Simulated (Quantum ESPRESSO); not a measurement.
**Mn2Ga2S5: spin-resolved density of states**

Wanted: the exchange-split electronic structure of Mn2Ga2S5.

Program: Quantum ESPRESSO 7.5. Level of theory: PBEsol with U = 4 eV on Mn d (ortho-atomic projectors); plane waves with GBRV 1.5 PBEsol potentials, no spin-orbit coupling. Results are calculated unless marked as measured.

## 1. The structure

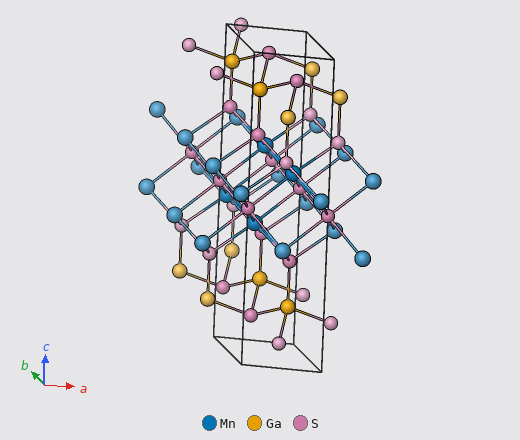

The cell as given, slightly off an axis (manganese blue, gallium orange, sulfur pink). 1×2×1 cells are drawn. Some periodic images of atoms are drawn too.

The cell comes from Materials Project 2023-11-01, a database of computed structures, and need not be the stable phase.

## 2. Ground-state run

This state came out lowest in a comparison of starts that is told elsewhere.

pw.in

```
&CONTROL
  calculation = 'scf'
  prefix = 'pwscf'
  outdir = './tmp'
  pseudo_dir = './pseudo'
  disk_io = 'low'
/
&SYSTEM
  ibrav = 0
  celldm(1) = 8
  nat = 9
  ntyp = 4
  ecutwfc = 40
  ecutrho = 280
  nbnd = 67
  occupations = 'smearing'
  smearing = 'fd'
  degauss = 0.00367493
  nspin = 2
  starting_magnetization(1) = 0.3
  starting_magnetization(2) = -0.3
  starting_magnetization(3) = 0
  starting_magnetization(4) = 0
/
&ELECTRONS
  conv_thr = 1.8d-08
  electron_maxstep = 150
  mixing_beta = 0.3
/
ATOMIC_SPECIES
Mn1    54.9380 mn_pbesol_v1.5.uspp.F.UPF
Mn2    54.9380 mn_pbesol_v1.5.uspp.F.UPF
Ga     69.7230 ga_pbesol_v1.4.uspp.F.UPF
S      32.0600 s_pbesol_v1.4.uspp.F.UPF
CELL_PARAMETERS alat
   0.8806016239197    0.0000000000000    0.0000000000000
  -0.4403008119717    0.7626233769333    0.0000000000000
   0.0000000000000    0.0000000000000    3.6220040480000
ATOMIC_POSITIONS crystal
Mn1     0.3333333300    0.6666666700    0.4018990000
Mn2     0.6666666700    0.3333333300    0.5981010000
Ga      0.3333333300    0.6666666700    0.8286040000
Ga      0.6666666700    0.3333333300    0.1713960000
S       0.0000000000    0.0000000000    0.5000000000
S       0.3333333300    0.6666666700    0.6831100000
S       0.6666666700    0.3333333300    0.3168900000
S       0.3333333300    0.6666666700    0.1058920000
S       0.6666666700    0.3333333300    0.8941080000
K_POINTS automatic
6 6 2 0 0 0
HUBBARD {ortho-atomic}
U Mn1-3d 4.0000
U Mn2-3d 4.0000
```

Started as:

```sh
> OMP_NUM_THREADS=1 mpirun -n 4 pw.x -nk 4 -in pw.in > pw.out
```

What it wrote:

```text
Program PWSCF v.7.5 starts

     Message from routine setup:
     using ibrav=0 with symmetry is DISCOURAGED, use correct ibrav instead

     K-points division:     npool     =       4
     Subspace diagonalization in iterative solution of the eigenvalue problem:

     bravais-lattice index     =            0
     lattice parameter (alat)  =       8.0000  a.u.
     unit-cell volume          =    1245.3989 (a.u.)^3
     number of atoms/cell      =            9
     number of atomic types    =            4
     number of electrons       =        98.00
     number of Kohn-Sham states=           67
     kinetic-energy cutoff     =      40.0000  Ry
     charge density cutoff     =     280.0000  Ry
     scf convergence threshold =      1.8E-08
     mixing beta               =       0.3000
     number of iterations used =            8  plain     mixing
     Exchange-correlation= SLA  PW   PSX  PSC
                           (   1   4  10   8   0   0   0)
     Hubbard projectors: ortho-atomic
     Hubbard parameters of DFT+U (Dudarev formulation) in eV:
     U(Mn1-3d) =  4.0000
     U(Mn2-3d) =  4.0000

     Internal variables: lda_plus_u =T, lda_plus_u_kind = 0

     Internal variables: orbital_resolved =F, hub_pot_fix =F, apply_U = F

     celldm(1)=   8.000000  celldm(2)=   0.000000  celldm(3)=   0.000000
     celldm(4)=   0.000000  celldm(5)=   0.000000  celldm(6)=   0.000000

     crystal axes: (cart. coord. in units of alat)
               a(1) = (   0.880602   0.000000   0.000000 )
               a(2) = (  -0.440301   0.762623   0.000000 )
               a(3) = (   0.000000   0.000000   3.622004 )

     reciprocal axes: (cart. coord. in units 2 pi/alat)
               b(1) = (  1.135587  0.655632 -0.000000 )
               b(2) = (  0.000000  1.311263  0.000000 )
               b(3) = (  0.000000 -0.000000  0.276090 )

     PseudoPot. # 1 for Mn read from file:
     mn_pbesol_v1.5.uspp.F.UPF
     Pseudo is Ultrasoft + core correction, Zval = 15.0

     PseudoPot. # 2 for Mn read from file:
     mn_pbesol_v1.5.uspp.F.UPF
     Pseudo is Ultrasoft + core correction, Zval = 15.0

     PseudoPot. # 3 for Ga read from file:
     ga_pbesol_v1.4.uspp.F.UPF
     Pseudo is Ultrasoft + core correction, Zval = 19.0

     PseudoPot. # 4 for S  read from file:
     s_pbesol_v1.4.uspp.F.UPF
     Pseudo is Ultrasoft + core correction, Zval =  6.0

     atomic species   valence    mass     pseudopotential
     Mn1              15.00    54.93800     Mn( 1.00)
     Mn2              15.00    54.93800     Mn( 1.00)
     Ga               19.00    69.72300     Ga( 1.00)
     S                 6.00    32.06000     S ( 1.00)

     Starting magnetic structure
     atomic species   magnetization
     Mn1             0.300
     Mn2            -0.300
     Ga              0.000
     S               0.000

      6 Sym. Ops. (no inversion) found

   Cartesian axes

     site n.     atom                  positions (alat units)
         1        Mn1    tau(   1) = (  -0.0000000   0.5084156   1.4556798  )
         2        Mn2    tau(   2) = (   0.4403008   0.2542078   2.1663242  )
         3        Ga     tau(   3) = (  -0.0000000   0.5084156   3.0012070  )
         4        Ga     tau(   4) = (   0.4403008   0.2542078   0.6207970  )
         5        S      tau(   5) = (   0.0000000   0.0000000   1.8110020  )
         6        S      tau(   6) = (  -0.0000000   0.5084156   2.4742272  )
         7        S      tau(   7) = (   0.4403008   0.2542078   1.1477769  )
         8        S      tau(   8) = (  -0.0000000   0.5084156   0.3835413  )
         9        S      tau(   9) = (   0.4403008   0.2542078   3.2384628  )

     number of k points=    14  Fermi-Dirac smearing, width (Ry)=  0.0037
                       cart. coord. in units 2pi/alat
        k(    1) = (   0.0000000   0.0000000   0.0000000), wk =   0.0138889
        k(    2) = (   0.0000000   0.0000000  -0.1380451), wk =   0.0138889
        k(    3) = (   0.0000000   0.2185439   0.0000000), wk =   0.0833333
        k(    4) = (   0.0000000   0.2185439  -0.1380451), wk =   0.0833333
        k(    5) = (   0.0000000   0.4370877   0.0000000), wk =   0.0833333
        [... 9 further k-points ...]

     Dense  grid:    98717 G-vectors     FFT dimensions: (  40,  40, 160)

     Smooth grid:    42543 G-vectors     FFT dimensions: (  30,  30, 120)

     Check: negative core charge=   -0.000018
     Generating pointlists ...
     new r_m :   0.2452 (alat units)  1.9615 (a.u.) for type    1
     new r_m :   0.2452 (alat units)  1.9615 (a.u.) for type    2
     new r_m :   0.2174 (alat units)  1.7390 (a.u.) for type    3
     new r_m :   0.2174 (alat units)  1.7390 (a.u.) for type    4

     Initial potential from superposition of free atoms

     starting charge      94.9997, renormalised to      98.0000

     STARTING HUBBARD OCCUPATIONS:

     =================== HUBBARD OCCUPATIONS ===================
     ------------------------ ATOM    1 ------------------------
     Tr[ns(  1)] (up, down, total) =   5.00000  0.00000  5.00000
     Atomic magnetic moment for atom   1 =   5.00000
     [... lines left out ...]
     ------------------------ ATOM    2 ------------------------
     Tr[ns(  2)] (up, down, total) =   0.00000  5.00000  5.00000
     Atomic magnetic moment for atom   2 =  -5.00000
     [... lines left out ...]
     Number of occupied Hubbard levels =   10.0000

     Atomic wfc used for Hubbard projectors are orthogonalized

     Starting wfcs are   70 randomized atomic wfcs

     Self-consistent Calculation

     iteration #  1     ecut=    40.00 Ry     beta= 0.30
     Davidson diagonalization with overlap
     ethr =  1.00E-02,  avg # of iterations =  8.3

     =================== HUBBARD OCCUPATIONS ===================
     ------------------------ ATOM    1 ------------------------
     Tr[ns(  1)] (up, down, total) =   1.86110  0.12589  1.98699
     Atomic magnetic moment for atom   1 =   1.73522
     [... lines left out ...]
     ------------------------ ATOM    2 ------------------------
     Tr[ns(  2)] (up, down, total) =   0.12586  1.86141  1.98727
     Atomic magnetic moment for atom   2 =  -1.73555
     [... lines left out ...]
     Number of occupied Hubbard levels =    3.9743

     total energy              =   -1341.37761554 Ry
     estimated scf accuracy    <      70.36157929 Ry

     total magnetization       =    -0.00 Bohr mag/cell
     absolute magnetization    =     4.09 Bohr mag/cell

     iteration #  2     ecut=    40.00 Ry     beta= 0.30
     Davidson diagonalization with overlap
     ethr =  1.00E-02,  avg # of iterations =  9.1

     total energy              =   -1319.80332810 Ry
     estimated scf accuracy    <    1830.66873672 Ry

     total magnetization       =     0.01 Bohr mag/cell
     absolute magnetization    =     0.99 Bohr mag/cell

     [... further iterations left out ...]

     iteration # 16     ecut=    40.00 Ry     beta= 0.30
     Davidson diagonalization with overlap
     ethr =  1.77E-10,  avg # of iterations =  2.0

     total energy              =   -1372.46242225 Ry
     estimated scf accuracy    <       0.00000002 Ry

     total magnetization       =     0.00 Bohr mag/cell
     absolute magnetization    =     9.71 Bohr mag/cell

     iteration # 17     ecut=    40.00 Ry     beta= 0.30
     Davidson diagonalization with overlap
     ethr =  2.15E-11,  avg # of iterations =  3.6

     Magnetic moment per site  (integrated on atomic sphere of radius R)
     atom   1 (R=0.245)  charge= 13.0350  magn=  4.3660
     atom   2 (R=0.245)  charge= 13.0350  magn= -4.3660
     atom   3 (R=0.217)  charge= 16.5647  magn= -0.0093
     atom   4 (R=0.217)  charge= 16.5647  magn=  0.0093
     atom   5 (R=0.217)  charge=  3.6172  magn=  0.0000
     atom   6 (R=0.217)  charge=  3.6318  magn= -0.0342
     atom   7 (R=0.217)  charge=  3.6317  magn=  0.0342
     atom   8 (R=0.217)  charge=  3.5657  magn=  0.0124
     atom   9 (R=0.217)  charge=  3.5657  magn= -0.0124

     End of self-consistent calculation

     =================== HUBBARD OCCUPATIONS ===================
     ------------------------ ATOM    1 ------------------------
     Tr[ns(  1)] (up, down, total) =   4.95802  0.31078  5.26880
     Atomic magnetic moment for atom   1 =   4.64724
     [... lines left out ...]
     ------------------------ ATOM    2 ------------------------
     Tr[ns(  2)] (up, down, total) =   0.31078  4.95802  5.26880
     Atomic magnetic moment for atom   2 =  -4.64724
     [... lines left out ...]
     Number of occupied Hubbard levels =   10.5376

     [... lines left out ...]
     the Fermi energy is     7.7097 ev

!    total energy              =   -1372.46242226 Ry
     estimated scf accuracy    <          7.0E-09 Ry
     smearing contrib. (-TS)   =      -0.00004646 Ry
     internal energy E=F+TS    =   -1372.46237580 Ry

     The total energy is F=E-TS. E is the sum of the following terms:
     one-electron contribution =   -1194.18852746 Ry
     hartree contribution      =     628.31507339 Ry
     xc contribution           =    -190.78974429 Ry
     ewald contribution        =    -615.89351642 Ry
     Hubbard energy            =       0.09433898 Ry

     total magnetization       =    -0.00 Bohr mag/cell
     absolute magnetization    =     9.71 Bohr mag/cell

     convergence has been achieved in  17 iterations

=------------------------------------------------------------------------------=
   JOB DONE.
=------------------------------------------------------------------------------=
```

Run time: 93 s. Hardware: 4 MPI ranks of Intel Xeon Platinum 8488C (Sapphire Rapids), shared host; peak memory 1 GiB; 6.2 min of CPU time.

Spin moment in the atom's sphere by atom:

```
atom  spin moment in the atom's sphere (μB)
 Mn1                                   4.37
 Mn2                                  -4.37
 Ga3                                  -0.01
 Ga4                                   0.01
  S5                                   0.00
  S6                                  -0.03
  S7                                   0.03
  S8                                   0.01
  S9                                  -0.01
```

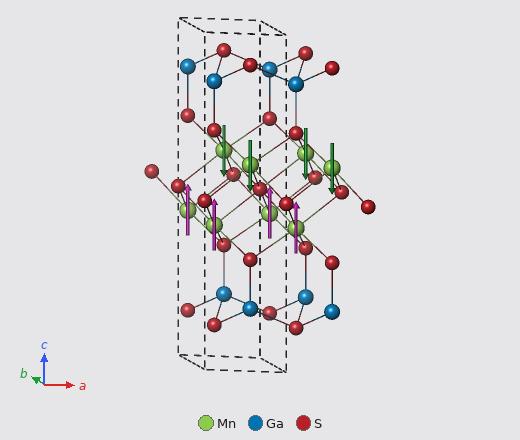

Spin moment in the atom's sphere as arrows, the longest 4.37 μB. Up and down stand for the sign. Arrows give size and sign along the axis of quantisation, drawn up and down the page. The two directions have two colours. 2×2×1 cells are drawn. Some periodic images of atoms are drawn too.

Numbers from this step:

* smearing term TS: 6.32e-4 eV
* magnetization: 0 μB
* absolute magnetization: 9.713 μB
* final state: antiferromagnetic

(Continued in part 2 of 2.)

[Logs and program files are shortened in this print: banners, set-up blocks, solver, clock and traceback lines can be left out without a mark of their own.]

[Logs are printed without paths, hosts, clocks, repeated set-up lines and the standing remarks that a program may print on its own settings, such as how far it seeks lower states.]

[Hosts, paths, dates, database ids (printed as entryN), source tags and the programs' standing remarks are cut or masked in the printed files.]

[Where a cell is said to come from a database of computed structures, the database is the Materials Project.]
